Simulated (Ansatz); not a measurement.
## Run report: WH2BrOF5, geometry relaxation (part 1 of 3)

System: WH2BrOF5.
Method: RKS PBE/def2-SVP (Ansatz 0.2.0).

It belongs to a series of runs on one base structure; here: end point B relaxed.

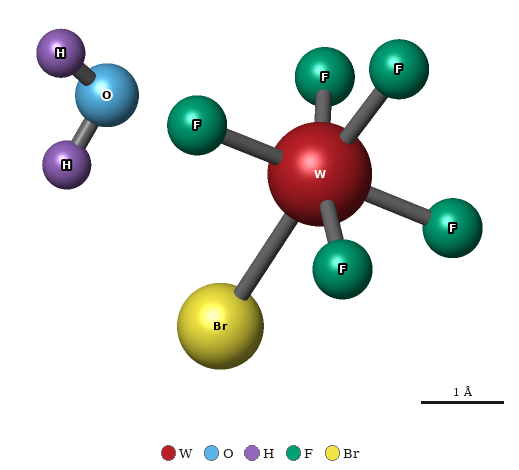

Figure 1. The structure as given in the input (ball-and-stick view, seen at a tilt). Sticks mark near contacts.

Summary

| quantity | value |
| --- | --- |
| outcome | converged |
| total energy | −87499.0139 eV |
| mean-field energy | −87499.0139 eV |
| largest force (length of the vector) at the end | 0.032 eV/Å |
| hardware | 4 threads of Arm Neoverse V2, 24 GiB of memory available, shared host |
| wall time | 1.8 min (CPU time 6.7 min) |
| peak memory | 0.25 GiB |

Input file
```yaml
crystal:
  periodic: [false, false, false]
  atoms:
    - { symbol: W, position_ang: [0.380299, 0.340724, -0.335526] }
    - { symbol: O, position_ang: [-0.182416, -0.356664, 2.6814] }
    - { symbol: H, position_ang: [-1.142749, -0.335361, 2.86373] }
    - { symbol: F, position_ang: [1.886304, 0.109845, -1.417193] }
    - { symbol: F, position_ang: [0.102345, 1.891853, -1.3451] }
    - { symbol: F, position_ang: [-1.252881, 0.724832, 0.48356] }
    - { symbol: F, position_ang: [0.779126, -1.326068, 0.376457] }
    - { symbol: F, position_ang: [-0.60873, -0.586059, -1.629936] }
    - { symbol: Br, position_ang: [1.777965, 1.701544, 1.292736] }
    - { symbol: H, position_ang: [0.144936, 0.464255, 3.128673] }
basis:
  gaussian: { orbitals: def2-SVP }
hamiltonian:
  xc: pbe
relax:
  f_tol: 0.03
  max_steps: 50
```

Run as:
```bash
ansatz run input.yaml --threads 4 --pin off --max-ram 5120MiB --backend cpu --events-out ev --progress --plain --runs-dir out
```

Log
```
The last accepted step is kept in [file] (removed where the run ends without a failure and the disk answers)
Engine: ansatz 0.2.0, aarch64-unknown-linux-gnu
Functional definition: PBE
  parameter kappa = 0.804
  parameter beta = 0.06672455060314922
  exchange = pbe_x(kappa = kappa, mu = beta*pi^2/3)
  correlation = pbe_c(beta = beta)
1651 factors; their error is unknown
mean field evaluation 1: about -87482.3099 eV, gradient 9.7e1 eV
mean field evaluation 2: about -87149.6587 eV, gradient 3.3e2 eV
mean field evaluation 4: about -87496.7704 eV, gradient 3.3e1 eV
mean field evaluation 8: about -87498.9291 eV, gradient 2.0e0 eV
mean field evaluation 16: about -87498.8182 eV, gradient 8.6e-3 eV
mean field -87498.81821037 eV, -3215.5222604019 hartree, gradient 5.4e-5 eV, S^2 0.000000; 0 other end points of the search recorded, 0 dependent functions left out
the calculation of the forces begins
reference -87498.81827934 eV, -3215.5222629366 hartree; 52, 52 occupied and 106, 106 virtual orbitals, 1651 factors
relax step   1: F+E_penalty+E_count = -87498.81821037 eV  Δ(F+E_penalty+E_count) = +0.000e0 eV  max|allowed force component| = 5.733e-1 eV/Å  Δτ_max = 0.0000 Å  (35 SCF iters, accepted)
these checks for a lower state are left out or cut short: starts, cluster_reference, orbital_swaps, neighbouring_geometries, increment
1651 factors; their error is unknown
mean field -87498.86420132 eV, -3215.5239505383 hartree, gradient 2.0e-5 eV, S^2 0.000000; 0 other end points of the search recorded, 0 dependent functions left out
[... from here on the field's lines of each further geometry are left out, up to the last ...]
relax step   2: F+E_penalty+E_count = -87498.86420132 eV  Δ(F+E_penalty+E_count) = -4.599e-2 eV  max|allowed force component| = 7.985e-1 eV/Å  Δτ_max = 0.1946 Å  (39 SCF iters, accepted)
relax step   3: F+E_penalty+E_count = -87498.93252390 eV  Δ(F+E_penalty+E_count) = -6.832e-2 eV  max|allowed force component| = 5.845e-1 eV/Å  Δτ_max = 0.1921 Å  (38 SCF iters, accepted)
relax step   4: F+E_penalty+E_count = -87498.95473792 eV  Δ(F+E_penalty+E_count) = -2.221e-2 eV  max|allowed force component| = 6.496e-1 eV/Å  Δτ_max = 0.1505 Å  (39 SCF iters, accepted)
relax step   5: F+E_penalty+E_count = -87498.96547176 eV  Δ(F+E_penalty+E_count) = -1.073e-2 eV  max|allowed force component| = 4.920e-1 eV/Å  Δτ_max = 0.0925 Å  (34 SCF iters, accepted)
relax step   6: F+E_penalty+E_count = -87498.97423037 eV  Δ(F+E_penalty+E_count) = -8.759e-3 eV  max|allowed force component| = 3.446e-1 eV/Å  Δτ_max = 0.0561 Å  (35 SCF iters, accepted)
relax step   7: F+E_penalty+E_count = -87498.97772847 eV  Δ(F+E_penalty+E_count) = -3.498e-3 eV  max|allowed force component| = 2.180e-1 eV/Å  Δτ_max = 0.0705 Å  (35 SCF iters, accepted)
relax step   8: F+E_penalty+E_count = -87498.97994131 eV  Δ(F+E_penalty+E_count) = -2.213e-3 eV  max|allowed force component| = 1.669e-1 eV/Å  Δτ_max = 0.0741 Å  (34 SCF iters, accepted)
relax step   9: F+E_penalty+E_count = -87498.98088084 eV  Δ(F+E_penalty+E_count) = -9.395e-4 eV  max|allowed force component| = 1.917e-1 eV/Å  Δτ_max = 0.0737 Å  (35 SCF iters, accepted)
relax step  10: F+E_penalty+E_count = -87498.98201731 eV  Δ(F+E_penalty+E_count) = -1.136e-3 eV  max|allowed force component| = 1.428e-1 eV/Å  Δτ_max = 0.0446 Å  (34 SCF iters, accepted)
relax step  11: F+E_penalty+E_count = -87498.98196283 eV  Δ(F+E_penalty+E_count) = +5.449e-5 eV  max|allowed force component| = 2.490e-1 eV/Å  Δτ_max = 0.0866 Å  (34 SCF iters, rejected (line search))
relax step  12: F+E_penalty+E_count = -87498.98309417 eV  Δ(F+E_penalty+E_count) = -1.077e-3 eV  max|allowed force component| = 4.652e-2 eV/Å  Δτ_max = 0.0433 Å  (34 SCF iters, accepted)
relax step  13: F+E_penalty+E_count = -87498.98391988 eV  Δ(F+E_penalty+E_count) = -8.257e-4 eV  max|allowed force component| = 8.730e-2 eV/Å  Δτ_max = 0.0567 Å  (34 SCF iters, accepted)
relax step  14: F+E_penalty+E_count = -87498.98377246 eV  Δ(F+E_penalty+E_count) = +1.474e-4 eV  max|allowed force component| = 2.177e-1 eV/Å  Δτ_max = 0.0849 Å  (33 SCF iters, rejected (line search))
relax step  15: F+E_penalty+E_count = -87498.98430380 eV  Δ(F+E_penalty+E_count) = -3.839e-4 eV  max|allowed force component| = 3.509e-2 eV/Å  Δτ_max = 0.0251 Å  (34 SCF iters, accepted)
relax step  16: F+E_penalty+E_count = -87498.98489950 eV  Δ(F+E_penalty+E_count) = -5.957e-4 eV  max|allowed force component| = 1.176e-1 eV/Å  Δτ_max = 0.0732 Å  (33 SCF iters, accepted)
relax step  17: F+E_penalty+E_count = -87498.98531143 eV  Δ(F+E_penalty+E_count) = -4.119e-4 eV  max|allowed force component| = 1.096e-1 eV/Å  Δτ_max = 0.0428 Å  (33 SCF iters, accepted)
relax step  18: F+E_penalty+E_count = -87498.98512596 eV  Δ(F+E_penalty+E_count) = +1.855e-4 eV  max|allowed force component| = 2.303e-1 eV/Å  Δτ_max = 0.0771 Å  (34 SCF iters, rejected (line search))
relax step  19: F+E_penalty+E_count = -87498.98625534 eV  Δ(F+E_penalty+E_count) = -9.439e-4 eV  max|allowed force component| = 3.920e-2 eV/Å  Δτ_max = 0.0376 Å  (32 SCF iters, accepted)
relax step  20: F+E_penalty+E_count = -87498.98695326 eV  Δ(F+E_penalty+E_count) = -6.979e-4 eV  max|allowed force component| = 1.078e-1 eV/Å  Δτ_max = 0.0662 Å  (32 SCF iters, accepted)
relax step  21: F+E_penalty+E_count = -87498.98715577 eV  Δ(F+E_penalty+E_count) = -2.025e-4 eV  max|allowed force component| = 1.923e-1 eV/Å  Δτ_max = 0.0517 Å  (33 SCF iters, accepted)
relax step  22: F+E_penalty+E_count = -87498.98803244 eV  Δ(F+E_penalty+E_count) = -8.767e-4 eV  max|allowed force component| = 7.683e-2 eV/Å  Δτ_max = 0.0179 Å  (33 SCF iters, accepted)
relax step  23: F+E_penalty+E_count = -87498.98901718 eV  Δ(F+E_penalty+E_count) = -9.847e-4 eV  max|allowed force component| = 5.351e-2 eV/Å  Δτ_max = 0.0459 Å  (33 SCF iters, accepted)
relax step  24: F+E_penalty+E_count = -87498.97581210 eV  Δ(F+E_penalty+E_count) = +1.321e-2 eV  max|allowed force component| = 7.626e-1 eV/Å  Δτ_max = 0.1970 Å  (38 SCF iters, rejected (line search))
relax step  25: F+E_penalty+E_count = -87498.98953371 eV  Δ(F+E_penalty+E_count) = -5.165e-4 eV  max|allowed force component| = 4.309e-2 eV/Å  Δτ_max = 0.0257 Å  (34 SCF iters, accepted)
relax step  26: F+E_penalty+E_count = -87498.99143987 eV  Δ(F+E_penalty+E_count) = -1.906e-3 eV  max|allowed force component| = 1.591e-1 eV/Å  Δτ_max = 0.0977 Å  (35 SCF iters, accepted)
relax step  27: F+E_penalty+E_count = -87498.99193708 eV  Δ(F+E_penalty+E_count) = -4.972e-4 eV  max|allowed force component| = 2.858e-1 eV/Å  Δτ_max = 0.0646 Å  (33 SCF iters, accepted)
relax step  28: F+E_penalty+E_count = -87498.99337190 eV  Δ(F+E_penalty+E_count) = -1.435e-3 eV  max|allowed force component| = 2.662e-1 eV/Å  Δτ_max = 0.0512 Å  (33 SCF iters, accepted)
relax step  29: F+E_penalty+E_count = -87498.99639824 eV  Δ(F+E_penalty+E_count) = -3.026e-3 eV  max|allowed force component| = 1.400e-1 eV/Å  Δτ_max = 0.0491 Å  (33 SCF iters, accepted)
relax step  30: F+E_penalty+E_count = -87498.99847888 eV  Δ(F+E_penalty+E_count) = -2.081e-3 eV  max|allowed force component| = 1.083e-1 eV/Å  Δτ_max = 0.0514 Å  (33 SCF iters, accepted)
relax step  31: F+E_penalty+E_count = -87498.98938434 eV  Δ(F+E_penalty+E_count) = +9.095e-3 eV  max|allowed force component| = 8.316e-1 eV/Å  Δτ_max = 0.1958 Å  (37 SCF iters, rejected (line search))
relax step  32: F+E_penalty+E_count = -87499.00141192 eV  Δ(F+E_penalty+E_count) = -2.933e-3 eV  max|allowed force component| = 8.849e-2 eV/Å  Δτ_max = 0.0749 Å  (34 SCF iters, accepted)
relax step  33: F+E_penalty+E_count = -87499.00340047 eV  Δ(F+E_penalty+E_count) = -1.989e-3 eV  max|allowed force component| = 2.293e-1 eV/Å  Δτ_max = 0.0978 Å  (38 SCF iters, accepted)
relax step  34: F+E_penalty+E_count = -87499.00409978 eV  Δ(F+E_penalty+E_count) = -6.993e-4 eV  max|allowed force component| = 2.984e-1 eV/Å  Δτ_max = 0.0541 Å  (34 SCF iters, accepted)
relax step  35: F+E_penalty+E_count = -87499.00685594 eV  Δ(F+E_penalty+E_count) = -2.756e-3 eV  max|allowed force component| = 1.922e-1 eV/Å  Δτ_max = 0.0243 Å  (33 SCF iters, accepted)
relax step  36: F+E_penalty+E_count = -87499.00879701 eV  Δ(F+E_penalty+E_count) = -1.941e-3 eV  max|allowed force component| = 1.008e-1 eV/Å  Δτ_max = 0.0464 Å  (34 SCF iters, accepted)
relax step  37: F+E_penalty+E_count = -87499.00997113 eV  Δ(F+E_penalty+E_count) = -1.174e-3 eV  max|allowed force component| = 1.118e-1 eV/Å  Δτ_max = 0.0977 Å  (38 SCF iters, accepted)
relax step  38: F+E_penalty+E_count = -87499.01110864 eV  Δ(F+E_penalty+E_count) = -1.138e-3 eV  max|allowed force component| = 7.868e-2 eV/Å  Δτ_max = 0.0189 Å  (32 SCF iters, accepted)
relax step  39: F+E_penalty+E_count = -87499.01209898 eV  Δ(F+E_penalty+E_count) = -9.903e-4 eV  max|allowed force component| = 6.965e-2 eV/Å  Δτ_max = 0.0362 Å  (33 SCF iters, accepted)
relax step  40: F+E_penalty+E_count = -87499.01316359 eV  Δ(F+E_penalty+E_count) = -1.065e-3 eV  max|allowed force component| = 6.424e-2 eV/Å  Δτ_max = 0.0726 Å  (33 SCF iters, accepted)
relax step  41: F+E_penalty+E_count = -87499.01354630 eV  Δ(F+E_penalty+E_count) = -3.827e-4 eV  max|allowed force component| = 5.129e-2 eV/Å  Δτ_max = 0.0473 Å  (32 SCF iters, accepted)
relax step  42: F+E_penalty+E_count = -87499.01365809 eV  Δ(F+E_penalty+E_count) = -1.118e-4 eV  max|allowed force component| = 4.454e-2 eV/Å  Δτ_max = 0.0306 Å  (33 SCF iters, accepted)
the calculation of the forces begins
reference -87499.01388965 eV, -3215.5294514827 hartree; 52, 52 occupied and 106, 106 virtual orbitals, 1651 factors
relax step  43: F+E_penalty+E_count = -87499.01382052 eV  Δ(F+E_penalty+E_count) = -1.624e-4 eV  max|allowed force component| = 2.742e-2 eV/Å  Δτ_max = 0.0094 Å  (33 SCF iters, accepted)
1651 factors; their error is unknown
mean field evaluation 352: about -87488.1584 eV, gradient 3.8e1 eV
```

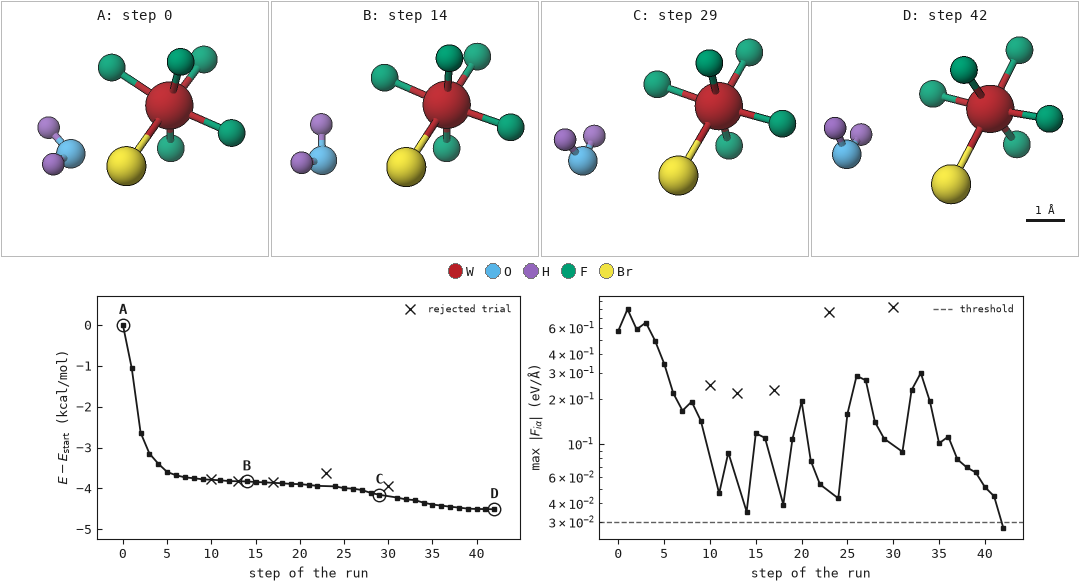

Figure 2. Frames of the relaxation (ball-and-stick view, seen at a tilt) above the curves, on which the letters mark them (the first geometry is step 0 here and step 1 in the log).

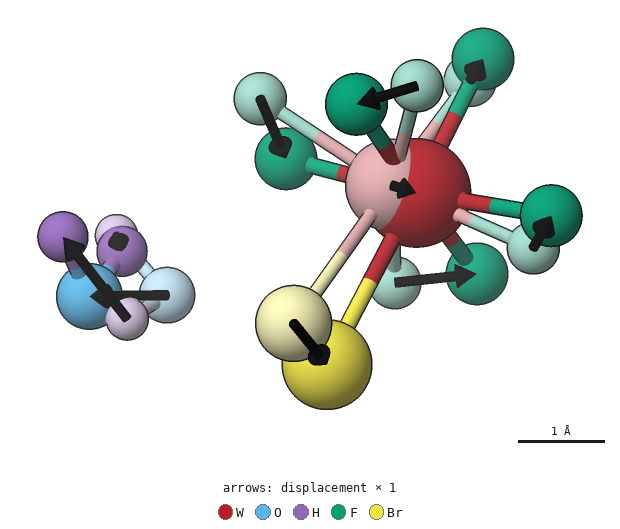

Figure 3. Start (faint) and end (solid) with the displacements as black arrows, at true length (ball-and-stick view, seen at a tilt). The two geometries are laid on each other by the best rigid fit. The largest move after the best rigid fit is that of H10, 1.28 Å. By element the largest moves are H 1.28 Å, F 1.10 Å, O 1.10 Å, Br 1.03 Å, W 0.32 Å. Distances before and after: W1–Br9 2.541 → 2.427 Å, W1–F6 1.867 → 1.882 Å, O2–H10 0.991 → 0.977 Å, W1–F7 1.856 → 1.866 Å. Among the angles that change: F6–W1–F7 101.8° → 89.4°, F5–W1–F7 169.5° → 176.7°, F4–W1–F5 84.8° → 90.5°. After 42 geometry steps the energy has fallen by 4.51 kcal/mol. The largest force component goes from 0.57 to 0.027 eV/Å. The line search rejected the trial steps at points 10, 13, 17, 23, 30 (counted from 0) and went back. (Atoms are counted from 1 in the order of the input.)

```
mean field -87499.01382052 eV, -3215.5294489424 hartree, gradient 1.5e-5 eV, S^2 0.000000; 3 other end points of the search recorded, 0 dependent functions left out
the calculation of the forces begins
reference -87499.01388965 eV, -3215.5294514827 hartree; 52, 52 occupied and 106, 106 virtual orbitals, 1651 factors
Total energy: -87499.01388965 eV, -3215.5294514827 hartree
Atom 0 at     0.528303     0.167323    -0.533114 Å, force     0.002732    -0.001312     0.002552 eV/Å
Atom 1 at    -0.301637     0.403377     3.400943 Å, force    -0.026040     0.015781    -0.010158 eV/Å
Atom 2 at    -0.825303    -0.235907     2.880495 Å, force     0.008989     0.012057     0.009512 eV/Å
Atom 3 at     1.777572     0.605162    -1.848814 Å, force    -0.002327     0.001937    -0.001635 eV/Å
Atom 4 at    -0.150916     1.907799    -0.574879 Å, force     0.002241    -0.001221     0.001197 eV/Å
Atom 5 at    -0.830637    -0.308116     0.679612 Å, force     0.001847     0.002522     0.000334 eV/Å
Atom 6 at     1.116097    -1.603925    -0.536186 Å, force    -0.002332    -0.002070    -0.003625 eV/Å
Atom 7 at    -0.667438    -0.274623    -1.913247 Å, force     0.000416    -0.002532    -0.002901 eV/Å
Atom 8 at     2.038517     0.736016     1.279968 Å, force    -0.000968     0.002261     0.000866 eV/Å
Atom 9 at    -0.800358     1.231795     3.264023 Å, force     0.015442    -0.027422     0.003857 eV/Å
Dipole moment:    -0.117379     0.153391     0.181020 e Å
```

Trajectory as extended XYZ (Å, eV, eV/Å), 43 frames, from step=1 to step=43
```
10
Properties=species:S:1:pos:R:3:forces:R:3 step=1 energy=-87498.81821
W     0.3803    0.3407   -0.3355    0.5006   0.4574   0.3376
O    -0.1824   -0.3567    2.6814    0.1083   0.4674   0.5083
H    -1.1427   -0.3354    2.8637    0.0700   0.0064  -0.0217
F     1.8863    0.1098   -1.4172   -0.0115   0.0599   0.0035
F     0.1023    1.8919   -1.3451    0.0235  -0.0410  -0.0219
F    -1.2529    0.7248    0.4836   -0.0043  -0.0141  -0.0287
F     0.7791   -1.3261    0.3765    0.0009   0.0269   0.0470
F    -0.6087   -0.5861   -1.6299   -0.0232   0.0441   0.0166
Br    1.7780    1.7015    1.2927   -0.4378  -0.4563  -0.5733
H     0.1449    0.4643    3.1287   -0.2265  -0.5506  -0.2674
10
Properties=species:S:1:pos:R:3:forces:R:3 step=2 energy=-87498.86420
W     0.4036    0.3668   -0.3669   -0.1501  -0.2620  -0.7985
O    -0.1957   -0.4359    2.8586   -0.6753   0.7026   0.3023
H    -1.1801   -0.3082    2.8939    0.7427  -0.1599  -0.0398
F     1.9050    0.1395   -1.4540    0.0444  -0.0666  -0.1149
F     0.1140    1.9028   -1.3946   -0.0524   0.0754  -0.0640
F    -1.2257    0.7399    0.4650   -0.0123  -0.0559   0.2262
F     0.8074   -1.2848    0.3781   -0.0637  -0.0034   0.0837
F    -0.5976   -0.5691   -1.6445   -0.0929  -0.1195  -0.1113
Br    1.7309    1.6363    1.1770    0.4132   0.4350   0.6484
H     0.1223    0.4416    3.1861   -0.1537  -0.5458  -0.1319
```
